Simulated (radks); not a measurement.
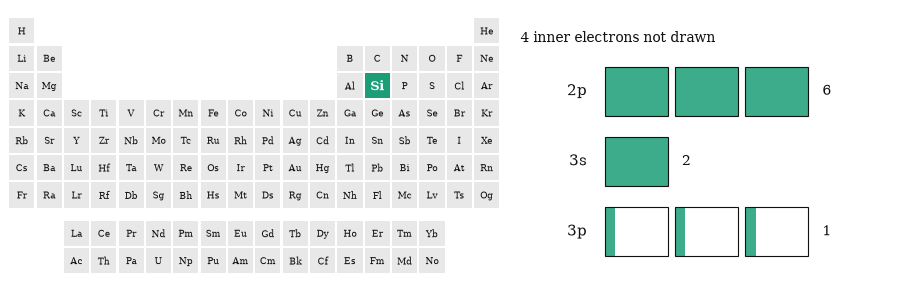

Left, the place of silicon in the periodic table; right, the outer shells as the input fills them: a box for each of the 2l + 1 orbitals, shaded by the share of the shell that is filled, with the electron count at the right.

# Run report: Si⁺, atomic calculation

Si⁺ (Z = 14, 13 electrons) in the configuration [Ne] 3s2 3p1. Computed at this level: scalar-relativistic Kohn-Sham, PBE, spin-unpolarised, spherical densities, point nucleus (the in-house radial solver radks).

### Summary

- outcome: converged
- total energy: −289.552400 hartree
- kinetic energy: 290.288795 hartree
- electron–nucleus energy: −686.986743 hartree
- Hartree energy: 127.562330 hartree
- exchange–correlation energy: −20.416782 hartree
- radius at density 0.001 e/bohr³: 3.93 bohr
- SCF iterations: 14
- hardware: 1 CPU thread, shared host

### Input
```
Z 14
configuration [Ne] 3s2 3p1
relativity scalar-relativistic
functional pbe,pbe
spin unpolarised
nucleus point
c 137.035999084
```

Energies in input and log are in hartree, lengths in bohr.

### Log
```
1s      1   2.0000         -65.98790201
2s      1   2.0000          -5.47570480
2p      1   6.0000          -3.86146388
3s      1   2.0000          -0.69950325
3p      1   1.0000          -0.42834917
Etot -289.55240043010906
Ekin 290.28879452018555
Encl -686.9867428970011
Eh 127.56232954961081
Exc -20.416781602904265
err 7.15313048895122e-10
it 14
```

### Orbitals

```
orbital  occupation  energy (eV)  ⟨r⟩ (bohr)  outer maximum (bohr)
     1s           2      −1795.6      0.1113                0.0726
     2s           2     −149.002      0.5677                 0.454
     2p           6     −105.076      0.5372                 0.388
     3s           2      −19.034       2.057                  1.75
     3p           1      −11.656       2.458                  2.03
```

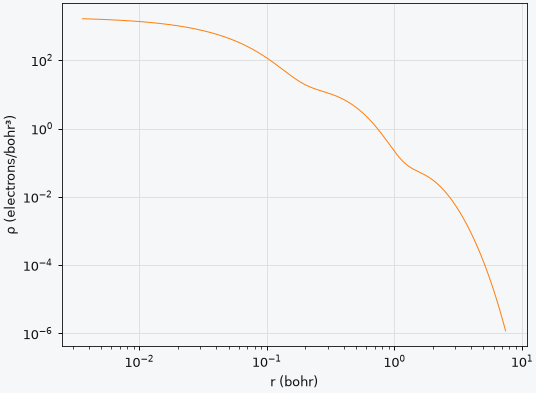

The electron density ρ(r) on a logarithmic scale. The density falls from 1700 electrons/bohr³ at the inner end (r = 0.0036 bohr) to 0.001 at r = 3.93 bohr, a common measure of the size of an atom or ion. The steps in the slope mark the shells; the radial density has its minima at 0.20 and 1.4 bohr.

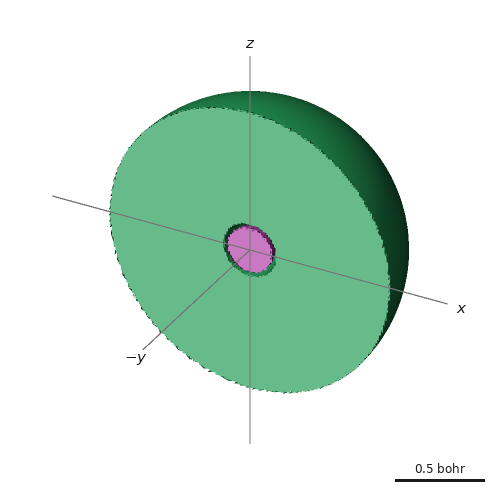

The 2s orbital. The radial function comes from the spherical calculation and is multiplied by a real spherical harmonic; the overall sign is chosen so that the largest lobe of P(r) is positive; at the scalar-relativistic level it is the large component. The surface of constant |ψ| that holds about 90 % of the electron is drawn, green where ψ is positive and pink where it is negative, with the half in front of the xz plane cut away and the cut face painted. It has no angular node and 1 radial node, at r = 0.152 bohr. The outermost maximum of P² lies at 0.454 bohr, ⟨r⟩ = 0.568 bohr, 90 % of the charge lies within 0.895 bohr, and the eigenvalue is −149.0 eV, with 2 electrons in the shell.

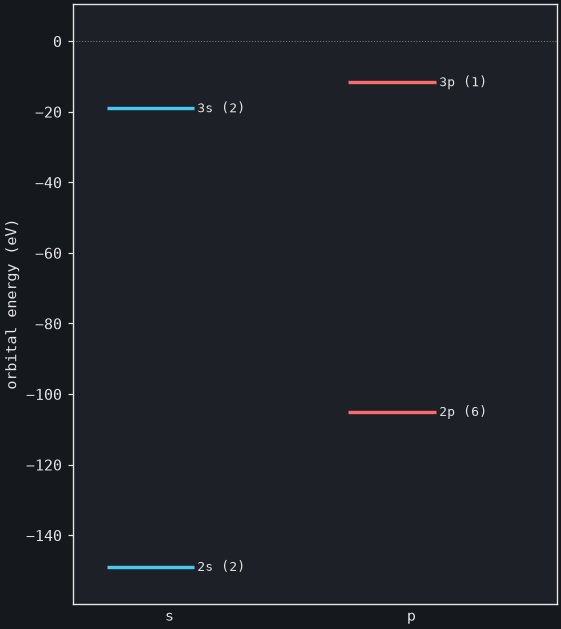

The outer levels are drawn (occupations in brackets). The highest occupied level is 3p at −11.7 eV. The highest 3 occupied levels, from the top down, are 3p (−11.7 eV), 3s (−19.0 eV), 2p (−105.1 eV). The measured ionisation energy (NIST) is 16.3 eV; minus the highest level, 11.7 eV, lies 29 % below it, as is usual for a semilocal functional, whose potential decays too fast.
